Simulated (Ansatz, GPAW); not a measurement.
# Optical response of Ca3GeP (model structure), part 2 of 3

Aim: the dielectric function of Ca3GeP (model structure), and the optical constants that follow from it. The cell was made here by substitution or stacking, whether or not such a phase is known. It was built so: All N replaced by P in the Pm-3m structure of Ca3GeN. The cell is first relaxed with Ansatz.

GPAW 26.7.0; DFT, RPBE, plane-wave PAW (GPAW data sets), scalar-relativistic, RPA, optical limit.

So far: Set-up; Relaxation.

## Step 3: Ground state

First the ground state: is it a metal or has it a gap?

This step: DFT, RPBE, plane-wave PAW (GPAW data sets), scalar-relativistic, ground state (GPAW 26.7.0).

Input file gs.py:

```python
from ase import Atoms
from ase.dft.bandgap import bandgap
from gpaw import GPAW, PW, FermiDirac

atoms = Atoms(['Ge', 'Ca', 'Ca', 'Ca', 'P'],
              cell=[[5.447687639900, 0.000000000000, 0.000000000000],
                    [0.000000000000, 5.447687639900, 0.000000000000],
                    [0.000000000000, 0.000000000000, 5.447687639900]],
              scaled_positions=[[1.000000000000, 1.000000000000, 0.000000000000],
                                [0.500000000000, 0.500000000000, 1.000000000000],
                                [0.500000000000, 1.000000000000, 0.500000000000],
                                [0.000000000000, 0.500000000000, 0.500000000000],
                                [0.500000000000, 0.500000000000, 0.500000000000]],
              pbc=[True, True, True])
atoms.calc = GPAW(mode=PW(400), xc='RPBE', kpts={'size': (4, 4, 4), 'gamma': True},
                  occupations=FermiDirac(0.05), maxiter=150, txt='gs.txt')
print('energy (eV)', atoms.get_potential_energy())
print('Fermi level (eV)', atoms.calc.get_fermi_level())
print('valence electrons', atoms.calc.get_number_of_electrons())
print('gap (eV)', bandgap(atoms.calc, output=None)[0])
print('direct gap (eV)', bandgap(atoms.calc, direct=True, output=None)[0])
atoms.calc.write('gs.gpw')
```

On the command line:

```
$ OMP_NUM_THREADS=1 python gs.py
```

Numbers of over 12 decimals in the logs are rounded to 6 here.

The program printed:

```text
__  _  _
 | _ |_)|_||  |
 |__||  | ||/\| - 26.7.0

Versions:
  Python: 3.12.14
  ASE:    3.29.0
  Numpy:  2.5.5
  Scipy:  1.18.1
  Libxc:  7.0.0

Input parameters:
  mode=PW(ecut=400.0),
  kpts=MonkhorstPack(size=(4, 4, 4), gamma=True),
  maxiter=150,
  occupations=Occupations(name='fermi-dirac', width=0.05, fixmagmom=False),
  xc=XC(name='RPBE')

Diagonalizing LCAO Hamiltonian
Converting LCAO to pw mode
    .------------.
   /|            |
  / |            |
 *  |            |
 |  |            |
 | Ca    P       |
 |  |  Ca        |
 |  .------------.
 | /     Ca     /
 |/            /
 Ge-----------*

Atoms  # Å, Bohr magnetons
|   | symbol |        x |        y |        z |    initial magnetic moments |
| 0 |     Ge | 5.447688 | 5.447688 | 0.000000 | ( 0.0000,  0.0000,  0.0000) |
| 1 |     Ca | 2.723844 | 2.723844 | 5.447688 | ( 0.0000,  0.0000,  0.0000) |
| 2 |     Ca | 2.723844 | 5.447688 | 2.723844 | ( 0.0000,  0.0000,  0.0000) |
| 3 |     Ca | 0.000000 | 2.723844 | 2.723844 | ( 0.0000,  0.0000,  0.0000) |
| 4 |      P | 2.723844 | 2.723844 | 2.723844 | ( 0.0000,  0.0000,  0.0000) |

Unit cell  # Å
| periodic |        x |        y |        z |  lengths |    angles |
|      yes | 5.447688 | 0.000000 | 0.000000 | 5.447688 | 90.000000 |
|      yes | 0.000000 | 5.447688 | 0.000000 | 5.447688 | 90.000000 |
|      yes | 0.000000 | 0.000000 | 5.447688 | 5.447688 | 90.000000 |

Number of symmetries: 48
Symmetry operations  # r_c * U_cc + t_c -> r_c
|    | kind |            matrix            |
|  0 |  E   |  1, 0, 0,  0, 1, 0,  0, 0, 1 |
|  1 |  σ   |  1, 0, 0,  0, 1, 0,  0, 0,-1 |
|  2 |  σ   |  1, 0, 0,  0, 0, 1,  0, 1, 0 |
|  3 |  C4  |  1, 0, 0,  0, 0, 1,  0,-1, 0 |
|  4 |  C4  |  1, 0, 0,  0, 0,-1,  0, 1, 0 |
|  5 |  σ   |  1, 0, 0,  0, 0,-1,  0,-1, 0 |
|  6 |  σ   |  1, 0, 0,  0,-1, 0,  0, 0, 1 |
|  7 |  C2  |  1, 0, 0,  0,-1, 0,  0, 0,-1 |
|  8 |  σ   |  0, 1, 0,  1, 0, 0,  0, 0, 1 |
|  9 |  C2  |  0, 1, 0,  1, 0, 0,  0, 0,-1 |
| 10 |  C3  |  0, 1, 0,  0, 0, 1,  1, 0, 0 |
| 11 |  S6  |  0, 1, 0,  0, 0, 1, -1, 0, 0 |
| 12 |  S6  |  0, 1, 0,  0, 0,-1,  1, 0, 0 |
| 13 |  C3  |  0, 1, 0,  0, 0,-1, -1, 0, 0 |
| 14 |  C4  |  0, 1, 0, -1, 0, 0,  0, 0, 1 |
| 15 |  S4  |  0, 1, 0, -1, 0, 0,  0, 0,-1 |
| 16 |  C3  |  0, 0, 1,  1, 0, 0,  0, 1, 0 |
| 17 |  S6  |  0, 0, 1,  1, 0, 0,  0,-1, 0 |
| 18 |  σ   |  0, 0, 1,  0, 1, 0,  1, 0, 0 |
| 19 |  C4  |  0, 0, 1,  0, 1, 0, -1, 0, 0 |
| 20 |  C2  |  0, 0, 1,  0,-1, 0,  1, 0, 0 |
| 21 |  S4  |  0, 0, 1,  0,-1, 0, -1, 0, 0 |
| 22 |  S6  |  0, 0, 1, -1, 0, 0,  0, 1, 0 |
| 23 |  C3  |  0, 0, 1, -1, 0, 0,  0,-1, 0 |
| 24 |  S6  |  0, 0,-1,  1, 0, 0,  0, 1, 0 |
| 25 |  C3  |  0, 0,-1,  1, 0, 0,  0,-1, 0 |
| 26 |  C4  |  0, 0,-1,  0, 1, 0,  1, 0, 0 |
| 27 |  σ   |  0, 0,-1,  0, 1, 0, -1, 0, 0 |
| 28 |  S4  |  0, 0,-1,  0,-1, 0,  1, 0, 0 |
| 29 |  C2  |  0, 0,-1,  0,-1, 0, -1, 0, 0 |
| 30 |  C3  |  0, 0,-1, -1, 0, 0,  0, 1, 0 |
| 31 |  S6  |  0, 0,-1, -1, 0, 0,  0,-1, 0 |
| 32 |  C4  |  0,-1, 0,  1, 0, 0,  0, 0, 1 |
| 33 |  S4  |  0,-1, 0,  1, 0, 0,  0, 0,-1 |
| 34 |  S6  |  0,-1, 0,  0, 0, 1,  1, 0, 0 |
| 35 |  C3  |  0,-1, 0,  0, 0, 1, -1, 0, 0 |
| 36 |  C3  |  0,-1, 0,  0, 0,-1,  1, 0, 0 |
| 37 |  S6  |  0,-1, 0,  0, 0,-1, -1, 0, 0 |
| 38 |  σ   |  0,-1, 0, -1, 0, 0,  0, 0, 1 |
| 39 |  C2  |  0,-1, 0, -1, 0, 0,  0, 0,-1 |
| 40 |  σ   | -1, 0, 0,  0, 1, 0,  0, 0, 1 |
| 41 |  C2  | -1, 0, 0,  0, 1, 0,  0, 0,-1 |
| 42 |  C2  | -1, 0, 0,  0, 0, 1,  0, 1, 0 |
| 43 |  S4  | -1, 0, 0,  0, 0, 1,  0,-1, 0 |
| 44 |  S4  | -1, 0, 0,  0, 0,-1,  0, 1, 0 |
| 45 |  C2  | -1, 0, 0,  0, 0,-1,  0,-1, 0 |
| 46 |  C2  | -1, 0, 0,  0,-1, 0,  0, 0, 1 |
| 47 |  i   | -1, 0, 0,  0,-1, 0,  0, 0,-1 |

BZ-sampling:
  Number of BZ points: 64
  Number of IBZ points: 10

  Monkhorst-Pack size: [4, 4, 4]
  Monkhorst-Pack shift: [0.125, 0.125, 0.125]

K-points  # in reciprocal-cell coordinates
|   |                                coordinates |     weight |
| 0 | (  0.00000000,   0.00000000,   0.00000000) | 0.01562500 |
| 1 | (  0.25000000,   0.00000000,   0.00000000) | 0.09375000 |
| 2 | (  0.25000000,   0.25000000,   0.00000000) | 0.18750000 |
| 3 | (  0.25000000,   0.25000000,   0.25000000) | 0.12500000 |
| 4 | (  0.50000000,   0.00000000,   0.00000000) | 0.04687500 |
| 5 | (  0.50000000,   0.25000000,   0.00000000) | 0.18750000 |
| 6 | (  0.50000000,   0.25000000,   0.25000000) | 0.18750000 |
| 7 | (  0.50000000,   0.50000000,   0.00000000) | 0.04687500 |
| 8 | (  0.50000000,   0.50000000,   0.25000000) | 0.09375000 |
| 9 | (  0.50000000,   0.50000000,   0.50000000) | 0.01562500 |

Plane wave coefficients: 3016
Cutoff: 400.0 eV

Spin-components: 1 (collinear spins)
Bands:           23
Projectors:      25
Spin-degeneracy: 2
Datatype:        complex128

Parallelization:
  kpt:    1
  domain: 1
  band:   1

Density:
  Valence electrons: 39.0
  Components: 1
  Grid points: [27 27 27]
  Charge: 0.0  # |e|

Potential:
  Grid points: [27 27 27]

species:
  Ge:
    name:    Germanium
    id:
    Z:       32.0
    valence: 4
    core:    28
    charge:  0.0  # [|e|]
    compensation charges:
      type: gauss
      rc: 0.32  # [Å]
      lmax: 2
    cutoffs:
      filter: 1.77  # [Å]
      core: 3.42  # [Å]
    projectors
    | kind |    occ | energy [eV] | rcut [Å] |
    |   4s |  2.000 |     -11.662 |    1.005 |
    |   4p |  2.000 |      -3.859 |    1.005 |
    |    s |        |      15.549 |    1.005 |
    |    p |        |      23.352 |    1.005 |
    |    d |        |       0.000 |    1.005 |

    Using partial waves for Ge as LCAO basis

  Ca:
    name:    Calcium
    id:
    Z:       20.0
    valence: 10
    core:    10
    charge:  0.0  # [|e|]
    compensation charges:
      type: gauss
      rc: 0.37  # [Å]
      lmax: 2
    cutoffs:
      filter: 2.10  # [Å]
      core: 1.17  # [Å]
    projectors
    | kind |    occ | energy [eV] | rcut [Å] |
    |   3s |  2.000 |     -47.195 |    1.175 |
    |   4s |  2.000 |      -3.734 |    1.175 |
    |   3p |  6.000 |     -28.058 |    1.154 |
    |    p |        |      -0.847 |    1.154 |
    |    d |        |       0.000 |    0.937 |

    Using partial waves for Ca as LCAO basis

  P:
    name:    Phosphorus
    id:
    Z:       15.0
    valence: 5
    core:    10
    charge:  0.0  # [|e|]
    compensation charges:
      type: gauss
      rc: 0.30  # [Å]
      lmax: 2
    cutoffs:
      filter: 1.69  # [Å]
      core: 1.81  # [Å]
    projectors
    | kind |    occ | energy [eV] | rcut [Å] |
    |   3s |  2.000 |     -13.955 |    0.953 |
    |   3p |  3.000 |      -5.495 |    0.953 |
    |    s |        |      13.257 |    0.953 |
    |    p |        |      21.717 |    0.953 |
    |    d |        |       0.000 |    0.953 |

    Using partial waves for P as LCAO basis

Reference energy: -121956.448630  # eV

eigensolver:
  PPCG
  Converge bands: occupied
  niter=2

density mixing:
  MSR1-Mixer
  Pratt-step length: 0.05
  Maximum mixing coefficient: 0.75
  Old densities: 10
  SVD Regularization: 0.005
  Good broyden scale: 1.0
  Trust region scale: 1.0
  Backstep threshold: 4.0
  History deletion threshold: 6.0
  Fourier metric: weight=20.0, sigma=0.015

occupation numbers:
  Fermi-Dirac:
    width: 0.0500  # eV

poisson solver:
  ecut: 3200.0  # eV

xc functional:
  name: RPBE with 2 nearest neighbor stencil

convergence criteria:
- Maximum [total energy] change in last 3 cyles: 0.0005 eV / valence electron
- Maximum integral of absolute [dens]ity change: 0.0001 electrons / valence electron
- Maximum integral of absolute [eigenst]ate change: 4e-08 eV^2 / valence electron
maximum number of iterations: 150

SCF iterations
|iter     |      energy | eigst |  dens |
|iter:   1||  -18.189409 | +0.14 |       |
|iter:   2||  -18.257786 | -1.04 | -1.11 |
|iter:   3||  -17.677914 | -0.97 | -1.15 |
|iter:   4||  -17.604385 | -2.05 | -1.47 |
|iter:   5||  -17.616065 | -2.69 | -1.71 |
|iter:   6||  -17.616281c| -3.49 | -2.06 |
|iter:   7||  -17.616720c| -4.26 | -2.61 |
|iter:   8||  -17.616715c| -5.22 | -3.17 |
|iter:   9||  -17.616719c| -6.37 | -3.70 |
|iter:  10||  -17.616723c| -7.04 | -4.17c|
|iter:  11||  -17.616724c| -7.85c| -5.04c|

Converged in 11 steps
SCF loop duration: 10.977 s (0.998 s/step)
Energy contributions relative to reference atoms: (reference = -121956.448630)

Energy contributions:
  Kinetic:          14.403250
  Coulomb:          -6.784969
  Zero:             -1.601681
  External:          0.000000
  Xc:              -23.616034
  Entropy:          -0.034578
  Spinorbit:         0.000000
  ----------------------------
  Free energy:     -17.634013
  Extrapolated:    -17.616724

dipole moment: (-0.219514, 35.760554, 0.219858)  # |e|*Ang

Fermi level: 3.573
Eigenvalues  # (at kpt = [0.000, 0.000, 0.000])
| band index |      eig [eV] | occ [0-2] |
|          0 |       -37.623 |     2.000 |
|        ... |               |           |
|          9 |       -18.510 |     2.000 |
|         10 |       -18.510 |     2.000 |
|         11 |       -18.510 |     2.000 |
|         12 |        -6.076 |     2.000 |
|         13 |        -3.331 |     2.000 |
|         14 |         2.042 |     2.000 |
|         15 |         2.042 |     2.000 |
|         16 |         2.042 |     2.000 |
|         17 |         4.310 |     0.000 |
|         18 |         4.333 |     0.000 |
|         19 |         4.333 |     0.000 |
|         20 |         4.333 |     0.000 |
|         21 |         4.621 |     0.000 |
|         22 |         4.621 |     0.000 |

No gap
No difference between direct/indirect transitions

--- standard output ---
energy (eV) -17.616724
Fermi level (eV) 3.573261
valence electrons 39.0
gap (eV) 0.0
direct gap (eV) 0.0
```

It took 13 s on 1 thread of AMD EPYC 9R14 (Zen 4), shared host; peak memory 0.17 GiB.

This step gave:

```
energy       : -17.62 eV
Fermi energy : 3.573 eV
electrons    : 39
```

There are states at the Fermi level within the smearing, so the occupations stay smeared and the carriers get a Drude term.

## Step 4: Bands for the response

At the fixed density, many empty bands are solved on the mesh of the response, since the spectrum sums over them.

This step: DFT, RPBE, plane-wave PAW (GPAW data sets), scalar-relativistic, bands at fixed density (GPAW 26.7.0).

Input file nscf.py:

```python
from ase.dft.bandgap import bandgap
from gpaw import GPAW, FermiDirac

calc = GPAW('gs.gpw').fixed_density(kpts={'size': (6, 6, 6), 'gamma': True}, nbands=78, convergence={'bands': 72},
                                    occupations=FermiDirac(0.05), txt='nscf.txt')
print('gap (eV)', bandgap(calc, output=None)[0])
print('direct gap (eV)', bandgap(calc, direct=True, output=None)[0])
print('top band over the Fermi level (eV)', min(calc.get_eigenvalues(kpt=k)[71] for k in range(len(calc.get_ibz_k_points()))) - calc.get_fermi_level())
calc.write('full.gpw', mode='all')
```

On the command line:

```
$ OMP_NUM_THREADS=1 python nscf.py
```

The program printed:

```text
Diagonalizing LCAO Hamiltonian
Converting LCAO to pw mode
convergence criteria:
- Maximum integral of absolute [eigenst]ate change: 4e-08 eV^2 / valence electron
maximum number of iterations: 150

SCF iterations
|iter     |      energy | eigst |  dens |
|iter:   1||             | +3.50 |       |
|iter:   2||             | +2.29 |       |
|iter:   3||             | +1.20 |       |
|iter:   4||             | +0.27 |       |
|iter:   5||             | -0.44 |       |
|iter:   6||             | -1.09 |       |
|iter:   7||             | -1.73 |       |
|iter:   8||             | -2.34 |       |
|iter:   9||             | -3.03 |       |
|iter:  10||             | -3.66 |       |
|iter:  11||             | -4.35 |       |
|iter:  12||             | -4.99 |       |
|iter:  13||             | -5.67 |       |
|iter:  14||             | -6.26 |       |
|iter:  15||             | -6.86 |       |
|iter:  16||             | -7.33 |       |
|iter:  17||             | -7.82c|       |
SCF steps: 17
  __  _  _
 | _ |_)|_||  |
 |__||  | ||/\| - 26.7.0

Versions:
  Python: 3.12.14
  ASE:    3.29.0
  Numpy:  2.5.5
  Scipy:  1.18.1
  Libxc:  7.0.0

Input parameters:
  mode=PW(ecut=400.0),
  convergence={'bands': 72},
  gpts=array([27, 27, 27]),
  kpts=MonkhorstPack(size=(6, 6, 6), gamma=True),
  maxiter=150,
  nbands=78,
  occupations=Occupations(name='fermi-dirac', width=0.05, fixmagmom=False),
  parallel={},
  xc=XC(name='RPBE')

--- standard output ---
gap (eV) 0.0
direct gap (eV) 0.0
top band over the Fermi level (eV) 19.471779
```

The job ended after 90 s (1 thread; peak memory 0.26 GiB).

## Step 5: Dielectric function, RPA

Local fields let the induced charge screen the field inside the cell, which as a rule lowers ε, most along directions where the density is uneven.

This step: DFT, RPBE, plane-wave PAW (GPAW data sets), scalar-relativistic, RPA, optical limit (GPAW 26.7.0).

Input file df.py:

```python
from gpaw.response.df import DielectricFunction

df = DielectricFunction('full.gpw', frequencies={'type': 'nonlinear', 'domega0': 0.03, 'omega2': 8},
                        ecut=80,
                        eta=0.15,
                        nbands=72,
                        rate=0.1,
                        txt='df.txt')
for direction in ['x']:
    df.get_dielectric_function(xc='RPA', direction=direction, filename=f'df_{direction}.csv')
```

On the command line:

```
$ OMP_NUM_THREADS=1 python df.py
```

The program printed:

```text
Using integrator: PointIntegrator
NonLinearFrequencyDescriptor(from 0.000 to 62.066 eV, 492 points)
Nonperiodic BCs:  [False False False]
Using integrator: PointIntegrator
NonLinearFrequencyDescriptor(from 0.000 to 62.066 eV, 492 points)
Nonperiodic BCs:  [False False False]
Using integrator: PointIntegrator

Calculating chi0 body with:
    Ground state adapter containing:
    Number of spins: 1
    Number of kpoints: 216
    Number of irreducible kpoints: 20
    Number of completely occupied states: 17
    Number of partially occupied states: 20

    Linear response parametrization:
    q_c: [0.0, 0.0, 0.0]
    Number of frequency points: 492
    Planewave cutoff: 80.0
    Number of bands: 72
    Number of planewaves: 251
    Broadening (eta): 0.15

Integrating chi0 body.

Symmetries of q_c:
    Direct symmetries (Uq -> q): 48
    Indirect symmetries (TUq -> q): 0
In total 48 allowed symmetries.

20 groups of equivalent kpoints. 90.740741% reduction.

Integral kind: spectral function

Calculating chi0 optical extensions with:
    Ground state adapter containing:
    Number of spins: 1
    Number of kpoints: 216
    Number of irreducible kpoints: 20
    Number of completely occupied states: 17
    Number of partially occupied states: 20

    Linear response parametrization:
    Number of frequency points: 492
    Planewave cutoff: 80.0
    Number of bands: 72
    Number of planewaves: 251
    Broadening (eta): 0.15
Integrating chi0 head and wings.

Symmetries of q_c:
    Direct symmetries (Uq -> q): 48
    Indirect symmetries (TUq -> q): 0
In total 48 allowed symmetries.

20 groups of equivalent kpoints. 90.740741% reduction.

Integral kind: spectral function wings

Calculating drude chi0 with:
    Number of frequency points:492
    Plasma frequency decay rate: 0.1 eV

    Ground state adapter containing:
    Number of spins: 1
    Number of kpoints: 216
    Number of irreducible kpoints: 20
    Number of completely occupied states: 17
    Number of partially occupied states: 20

Symmetries of q_c:
    Direct symmetries (Uq -> q): 48
    Indirect symmetries (TUq -> q): 0
In total 48 allowed symmetries.

20 groups of equivalent kpoints. 90.740741% reduction.

Integral kind: intraband
Plasma frequency:
[[1.76+0.j 0.  -0.j 0.  +0.j]
 [0.  -0.j 1.76+0.j 0.  +0.j]
 [0.  +0.j 0.  +0.j 1.76+0.j]]
```

Wall time 34 s (1 thread); peak memory 1.7 GiB.

Numbers from this step:

```
centre of weight of the strongest loss peak in the window : 11.45 eV
```

The Im ε, E ∥ x has structure finer than the step of the table below, so its rows give means over 1 eV, whole bins alone (the curve runs from 0.305 to 15.0 eV). Peaks (eV: height): 0.7: 14.1, 2.0: 10.9.

Sum at mesh points, not converged in k. Table of Im ε, E ∥ x by photon energy; means over each step:

```csv
photon energy (eV),"Im ε, E ∥ x"
1,7.60
2,9.03
3,9.08
4,4.36
5,3.14
6,2.61
7,2.56
8,1.80
9,0.936
10,0.892
11,0.408
12,0.468
13,0.328
14,0.258
```

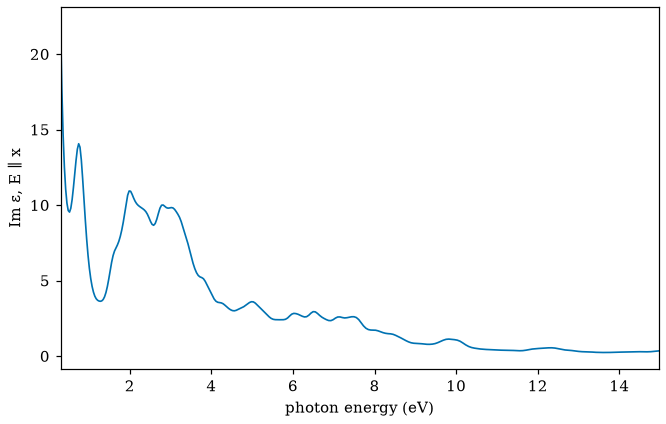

Im ε, E ∥ x, plotted against photon energy.

[end of part 2 of 3]

[Machine, clock and banner lines and Python warnings are left out of the logs.]

[Logs are printed without paths, hosts, clocks, repeated set-up lines and the standing remarks that a program may print on its own settings, such as how far it seeks lower states.]

[Hosts, paths, dates, database ids (printed as entryN), source tags and the programs' standing remarks are cut or masked in the printed files.]
